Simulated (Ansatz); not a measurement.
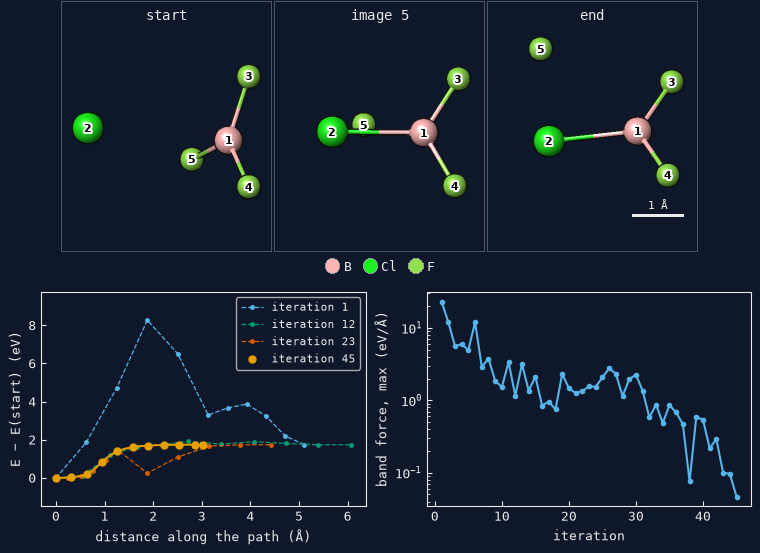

A nudged-elastic-band calculation for BClF3 (multiplicity 2), made up at the start of BF3 and Cl. Images are numbered from 0 (start) to 10 (end). The plot follows the band through its iterations. A ball-and-stick model, seen at a tilt.

All numbers below come from UKS PBE/def2-SVP in Ansatz 0.2.0. Run with 9 movable images; climbing image; force threshold 0.05 eV/Å; iteration limit 60; starting path through a guess of the saddle point.

Q: Judge this run.

A: The run is converged, with reservations. The band converged in 45 iterations. The largest component of the band force went from 23 to 0.047 eV/Å. The first iteration put the highest image at 8.27 eV. No barrier shows: the energy is highest at the end, and the end lies 1.74 eV above the start.

Limits of the set-up: the start holds two separate molecules, 2.8 Å apart at their closest, whose relative position is a soft coordinate and is computed without a dispersion correction.

The run took 10 min on 2 threads of Arm Neoverse V1 (shared host), peak memory 0.17 GiB.
